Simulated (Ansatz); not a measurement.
**Run report: AlLiBSiH$_{5}$, geometry relaxation (part 2 of 2)**

The same run, continued: AlLiBSiH$_{5}$; RKS PBE-D4/def2-SVP (Ansatz 0.2.0). 

Geometry of the input (Å):
```
Li -1.9630  -1.4866  -1.0956
Al -0.1848  0.6501  -1.8462
Si 0.8359  0.5413  0.6745
B  -0.5829  -0.5973  0.0141
H  1.1291  1.4332  -0.6494
H  0.5554  1.6562  1.6194
H  2.2150  0.0234  0.8853
H  -0.3131  -1.7874  -0.1148
H  -2.0152  -3.0755  -1.1238
```

## Trajectory as extended XYZ, continued
```
9
Properties=species:S:1:pos:R:3:forces:R:3 step=8 energy=-15418.22624
Li   -1.7954   -1.9339   -1.1603   -0.0771  -0.0958   0.0160
Al    0.1954    0.4775   -2.0956    0.0087   0.0292   0.0241
Si    0.9726    0.7144    0.5799   -0.0016   0.0223  -0.0003
B    -0.1555   -0.6619   -0.3586    0.0445  -0.0938  -0.0069
H     0.8985    1.9420   -0.3604   -0.0222  -0.0190   0.0141
H     0.3013    1.0772    1.8887    0.0371  -0.0266  -0.0489
H     2.4563    0.5426    0.8139   -0.0775   0.0455  -0.0087
H    -0.0524   -1.8361   -0.0220   -0.0034  -0.0176   0.0211
H    -3.1444   -2.9645   -0.9222    0.0915   0.1556  -0.0105
9
Properties=species:S:1:pos:R:3:forces:R:3 step=10 energy=-15418.28204
Li   -1.6718   -2.0175   -1.2042   -0.1065  -0.0522   0.0168
Al    0.2388    0.4181   -2.0956   -0.0084   0.0517   0.0356
Si    0.9405    0.6906    0.5846   -0.0577  -0.0321  -0.0962
B    -0.0547   -0.7735   -0.3765    0.1051  -0.1180   0.0871
H     0.6977    1.8899   -0.3745    0.0251   0.0145   0.0169
H     0.2578    0.9690    1.9048    0.0281   0.0021  -0.0324
H     2.4404    0.7082    0.7789   -0.0989   0.0297  -0.0025
H     0.0681   -1.9324    0.0048   -0.0141  -0.0090  -0.0103
H    -3.2403   -2.5951   -0.8589    0.1273   0.1132  -0.0149
9
Properties=species:S:1:pos:R:3:forces:R:3 step=11 energy=-15418.31213
Li   -1.6245   -2.0527   -1.2265   -0.0877  -0.0379   0.0016
Al    0.2224    0.4032   -2.0819   -0.0208   0.0069  -0.0229
Si    0.9110    0.6748    0.5773    0.0392  -0.0642   0.0119
B    -0.0033   -0.8450   -0.3795    0.0603   0.0485   0.0446
H     0.6439    1.8739   -0.3833   -0.0461  -0.0792  -0.0055
H     0.2290    0.9391    1.8982   -0.0138   0.0004  -0.0155
H     2.4070    0.7692    0.7735   -0.0726   0.0102  -0.0102
H     0.1254   -2.0017    0.0035    0.0250   0.0168   0.0019
H    -3.2344   -2.4034   -0.8179    0.1164   0.0984  -0.0059
9
Properties=species:S:1:pos:R:3:forces:R:3 step=12 energy=-15418.34267
Li   -1.5807   -2.0821   -1.2559   -0.0646  -0.0296   0.0139
Al    0.2029    0.3911   -2.0786   -0.0278   0.0055  -0.0298
Si    0.8936    0.6504    0.5843   -0.0263  -0.0779  -0.0019
B     0.0336   -0.8905   -0.3819    0.0606   0.0177   0.0392
H     0.5701    1.8189   -0.4004   -0.0116  -0.0103  -0.0071
H     0.1982    0.9190    1.8958   -0.0127  -0.0053   0.0021
H     2.3834    0.8123    0.7717   -0.0538   0.0124  -0.0165
H     0.1733   -2.0450   -0.0007    0.0080  -0.0137   0.0036
H    -3.1979   -2.2168   -0.7708    0.1282   0.1012  -0.0035
9
Properties=species:S:1:pos:R:3:forces:R:3 step=14 energy=-15418.42267
Li   -1.4970   -2.1565   -1.3027   -0.0277  -0.0285   0.0098
Al    0.1338    0.3654   -2.0901   -0.0656   0.0074  -0.0991
Si    0.8412    0.6095    0.5913   -0.0554  -0.0251   0.0542
B     0.0768   -0.9621   -0.3909    0.0049  -0.0130   0.0042
H     0.4843    1.7595   -0.4136   -0.0338  -0.0271   0.0166
H     0.1393    0.8856    1.8964   -0.0149   0.0054  -0.0036
H     2.3221    0.8446    0.7588   -0.0195  -0.0258  -0.0151
H     0.2222   -2.1134   -0.0060    0.0029  -0.0349   0.0236
H    -3.0461   -1.8752   -0.6797    0.2090   0.1417   0.0093
9
Properties=species:S:1:pos:R:3:forces:R:3 step=15 energy=-15418.48848
Li   -1.4595   -2.1953   -1.3256    0.0006  -0.0307  -0.0006
Al    0.0901    0.3527   -2.1033   -0.1016   0.0102  -0.1235
Si    0.8122    0.5922    0.5951   -0.0852  -0.0022   0.0774
B     0.0825   -0.9879   -0.3961   -0.0217  -0.0454  -0.0050
H     0.4485    1.7387   -0.4137   -0.0359  -0.0395   0.0301
H     0.1148    0.8782    1.8997   -0.0145   0.0195  -0.0076
H     2.2935    0.8369    0.7505   -0.0216  -0.0532  -0.0223
H     0.2287   -2.1373   -0.0048   -0.0086  -0.0397   0.0302
H    -2.9343   -1.7209   -0.6382    0.2884   0.1810   0.0213
9
Properties=species:S:1:pos:R:3:forces:R:3 step=17 energy=-15418.72211
Li   -1.3954   -2.2643   -1.3737    0.0826  -0.0552  -0.0359
Al   -0.0143    0.3325   -2.1339   -0.1854  -0.0128  -0.1007
Si    0.7496    0.5631    0.6052   -0.1640   0.0155   0.0776
B     0.0649   -1.0267   -0.4028   -0.1445  -0.0783  -0.0486
H     0.3963    1.7088   -0.4074   -0.0463  -0.0496   0.0459
H     0.0770    0.8894    1.9109   -0.0168   0.0655  -0.0036
H     2.2397    0.7852    0.7304   -0.0449  -0.1320  -0.0348
H     0.2129   -2.1720    0.0028   -0.0493  -0.0569   0.0319
H    -2.6543   -1.4588   -0.5679    0.5687   0.3037   0.0682
9
Properties=species:S:1:pos:R:3:forces:R:3 step=18 energy=-15418.91417
Li   -1.3694   -2.2942   -1.3973    0.1216  -0.0680  -0.0466
Al   -0.0672    0.3237   -2.1459   -0.2114  -0.0414  -0.0490
Si    0.7166    0.5506    0.6092   -0.1977   0.0075   0.0494
B     0.0394   -1.0405   -0.4045   -0.2950  -0.0671  -0.0870
H     0.3775    1.6992   -0.4030   -0.0548  -0.0479   0.0469
H     0.0639    0.9034    1.9169   -0.0210   0.0903   0.0033
H     2.2135    0.7483    0.7199   -0.0711  -0.1747  -0.0383
H     0.1949   -2.1844    0.0051   -0.0696  -0.0702   0.0202
H    -2.4926   -1.3488   -0.5370    0.7989   0.3715   0.1012
9
Properties=species:S:1:pos:R:3:forces:R:3 step=20 energy=-15419.51653
Li   -1.3360   -2.3428   -1.4354    0.1871  -0.0891  -0.0462
Al   -0.1491    0.3060   -2.1536   -0.1927  -0.0727   0.0381
Si    0.6540    0.5275    0.6096   -0.2302  -0.0477  -0.0263
B    -0.0578   -1.0555   -0.4038   -0.9005  -0.0260  -0.1277
H     0.3514    1.6886   -0.3954   -0.0702  -0.0283   0.0316
H     0.0486    0.9336    1.9242   -0.0373   0.1270   0.0092
H     2.1633    0.6722    0.7009   -0.1512  -0.2493  -0.0451
H     0.1510   -2.1983   -0.0021   -0.0950  -0.0830  -0.0431
H    -2.1489   -1.1739   -0.4809    1.4900   0.4691   0.2095
9
Properties=species:S:1:pos:R:3:forces:R:3 step=21 energy=-15419.98612
Li   -1.3282   -2.3623   -1.4499    0.2111  -0.0894  -0.0251
Al   -0.1759    0.2984   -2.1520   -0.1418  -0.0545   0.0531
Si    0.6247    0.5153    0.6060   -0.2246  -0.1016  -0.0758
B    -0.1300   -1.0573   -0.4003   -1.3649   0.0164  -0.1062
H     0.3431    1.6856   -0.3930   -0.0731  -0.0132   0.0178
H     0.0446    0.9473    1.9248   -0.0482   0.1379   0.0010
H     2.1390    0.6343    0.6922   -0.1947  -0.2776  -0.0467
H     0.1268   -2.1997   -0.0123   -0.0969  -0.0700  -0.0959
H    -1.9676   -1.1045   -0.4521    1.9330   0.4520   0.2778
9
Properties=species:S:1:pos:R:3:forces:R:3 step=23 energy=-15420.97438
Li   -1.3282   -2.4080   -1.4169    0.1905   0.0331   0.0702
Al   -0.2257    0.3169   -2.1478   -0.0033   0.0281   0.0352
Si    0.5567    0.4909    0.5938    0.0665  -0.2303  -0.1575
B    -0.2321   -1.0441   -0.4140   -1.2810   0.1434   0.0940
H     0.3477    1.6855   -0.3944   -0.0422  -0.0007  -0.0308
H     0.0066    1.0032    1.9005   -0.0699   0.0616  -0.0272
H     2.0693    0.4699    0.6914   -0.1131  -0.0857   0.0230
H     0.0942   -2.1968   -0.0876   -0.0130  -0.0004  -0.1061
H    -1.6120   -0.9602   -0.3614    1.2655   0.0509   0.0992
9
Properties=species:S:1:pos:R:3:forces:R:3 step=24 energy=-15420.86496 accepted=F
Li   -1.3059   -2.4239   -1.3928    0.0333  -0.0535  -0.0327
Al   -0.2572    0.3881   -2.1053    0.0234   0.1013  -0.1473
Si    0.5646    0.4574    0.5687   -0.1850  -0.2440   0.2058
B    -0.3523   -1.0134   -0.3971    3.6915  -0.2939  -0.2653
H     0.3930    1.6528   -0.4297    0.0912   0.0978  -0.1422
H    -0.0367    1.0547    1.8244    0.0572   0.0164  -0.0719
H     2.0649    0.3576    0.7330   -0.0888  -0.0173  -0.0320
H     0.0626   -2.1709   -0.1674    0.0445   0.1395  -0.0968
H    -1.4564   -0.9450   -0.2702   -3.6672   0.2537   0.5823
9
Properties=species:S:1:pos:R:3:forces:R:3 step=25 energy=-15421.09315
Li   -1.2982   -2.4154   -1.4077    0.0736  -0.0112   0.0198
Al   -0.2244    0.3464   -2.1403    0.0210   0.0460   0.0294
Si    0.5493    0.4677    0.5857   -0.0092  -0.1082  -0.0497
B    -0.2897   -1.0329   -0.4045   -0.1279   0.1136   0.0904
H     0.3622    1.6683   -0.4124   -0.0061  -0.0126  -0.0520
H    -0.0110    1.0256    1.8730   -0.0344   0.0340  -0.0555
H     2.0544    0.4219    0.6994   -0.0204  -0.0604   0.0227
H     0.0899   -2.1865   -0.1323   -0.0303   0.0359  -0.1000
H    -1.5560   -0.9379   -0.2974    0.1338  -0.0372   0.0950
9
Properties=species:S:1:pos:R:3:forces:R:3 step=27 energy=-15421.14925
Li   -1.2613   -2.4128   -1.4198   -0.0564   0.0080  -0.0249
Al   -0.2970    0.4545   -2.0845    0.0363   0.0451  -0.0346
Si    0.5418    0.4437    0.5899    0.0671   0.0619   0.1210
B    -0.3616   -1.0073   -0.3768    0.0901  -0.1509   0.0877
H     0.5275    1.6101   -0.5032   -0.0216  -0.0030  -0.0427
H    -0.0901    1.1759    1.7590    0.0647  -0.0656  -0.1201
H     2.0308    0.3043    0.8089   -0.0654   0.0027   0.0200
H     0.1640   -2.1458   -0.3141   -0.0323   0.2046  -0.0085
H    -1.5775   -1.0655   -0.0959   -0.0825  -0.1028   0.0020
9
Properties=species:S:1:pos:R:3:forces:R:3 step=28 energy=-15421.15869
Li   -1.2831   -2.3737   -1.4525   -0.0338   0.0026  -0.0154
Al   -0.2689    0.5101   -2.0812   -0.0356  -0.1626   0.0795
Si    0.5419    0.4388    0.5880   -0.0739  -0.1663   0.0930
B    -0.3968   -1.0216   -0.3331    0.1700   0.2043  -0.0585
H     0.5644    1.5819   -0.5438    0.0148   0.0336  -0.0466
H    -0.0966    1.2139    1.7111   -0.0005   0.0475   0.0008
H     2.0199    0.2945    0.8391    0.0242   0.0042  -0.0020
H     0.1878   -2.1245   -0.3526    0.0023   0.0707  -0.0494
H    -1.5922   -1.1621   -0.0114   -0.0675  -0.0340  -0.0013
9
Properties=species:S:1:pos:R:3:forces:R:3 step=30 energy=-15421.16225 accepted=F
Li   -1.3328   -2.3551   -1.4109   -0.1733  -0.2644  -0.1895
Al   -0.2946    0.4950   -2.0570    0.0593   0.1503  -0.0297
Si    0.5431    0.4337    0.6068    0.0341   0.0193   0.0685
B    -0.4025   -1.0049   -0.3136   -0.0831  -0.0626  -0.1823
H     0.6447    1.5467   -0.5700   -0.0082  -0.0054  -0.0113
H    -0.1362    1.2698    1.6609    0.0057   0.0028  -0.0007
H     2.0107    0.2870    0.9186   -0.0074   0.0060   0.0071
H     0.2208   -2.0675   -0.4992    0.2114   0.0165   0.1247
H    -1.5767   -1.2476    0.0279   -0.0385   0.1374   0.2134
9
Properties=species:S:1:pos:R:3:forces:R:3 step=31 energy=-15421.17055
Li   -1.3198   -2.3569   -1.4503    0.0036   0.0360   0.0244
Al   -0.2881    0.4995   -2.0639   -0.0110  -0.0355   0.0245
Si    0.5356    0.4301    0.6068    0.0292   0.0153  -0.0095
B    -0.4126   -1.0082   -0.3242   -0.0251   0.0031  -0.0418
H     0.6295    1.5493   -0.5679   -0.0002  -0.0113   0.0051
H    -0.1186    1.2736    1.6710   -0.0137  -0.0111  -0.0007
H     2.0068    0.2794    0.8987   -0.0034   0.0017   0.0096
H     0.2262   -2.0721   -0.4543    0.0071   0.0052   0.0006
H    -1.5826   -1.2373    0.0476    0.0135  -0.0034  -0.0122
9
Properties=species:S:1:pos:R:3:forces:R:3 step=33 energy=-15421.17197
Li   -1.3463   -2.3473   -1.4323   -0.0025   0.0023   0.0043
Al   -0.2998    0.4937   -2.0644    0.0018   0.0021  -0.0072
Si    0.5437    0.4307    0.6007   -0.0067   0.0310   0.0156
B    -0.4064   -1.0047   -0.3338   -0.0071  -0.0179  -0.0137
H     0.6519    1.5446   -0.5728    0.0020  -0.0080   0.0083
H    -0.1472    1.2618    1.6522    0.0088  -0.0047  -0.0069
H     2.0067    0.2848    0.9307    0.0030   0.0022   0.0013
H     0.2376   -2.0626   -0.4847   -0.0023  -0.0024  -0.0037
H    -1.5637   -1.2437    0.0678    0.0030  -0.0046   0.0019
9
Properties=species:S:1:pos:R:3:forces:R:3 step=34 energy=-15421.17210
Li   -1.3546   -2.3464   -1.4270   -0.0001   0.0022   0.0010
Al   -0.2994    0.4933   -2.0659    0.0039   0.0033  -0.0007
Si    0.5434    0.4315    0.6007    0.0085   0.0142   0.0026
B    -0.4056   -1.0043   -0.3362   -0.0114  -0.0103  -0.0059
H     0.6580    1.5427   -0.5727   -0.0027  -0.0045   0.0016
H    -0.1515    1.2627    1.6487   -0.0005  -0.0025  -0.0016
H     2.0051    0.2874    0.9383    0.0002   0.0006   0.0005
H     0.2397   -2.0603   -0.4964    0.0026  -0.0018  -0.0002
H    -1.5586   -1.2493    0.0740   -0.0005  -0.0012   0.0026
```

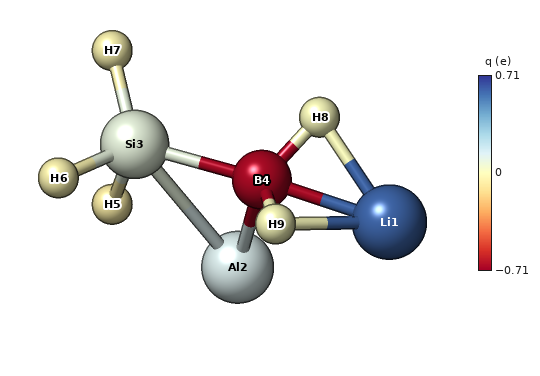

Fig. 1: Mulliken charges, as the colour of each atom (ball-and-stick view, seen at a tilt; atoms are numbered from 1 in the order of the input). By element: Li +0.59, Al +0.13, Si +0.08, B −0.68 and H −0.06 to 0.00 e.

## Results in brief

| quantity | value |
| --- | --- |
| outcome | converged |
| total energy | −15421.1722 eV |
| mean-field energy | −15420.9504 eV |
| dispersion energy | −0.2218 eV |
| SCF solution under orbital rotations | stable |
| largest force (length of the vector) at the end | 0.017 eV/Å |
| dipole moment | 6.47 D |
| wall time | 65 s (CPU time 2.1 min) |
| peak memory | 0.15 GiB |
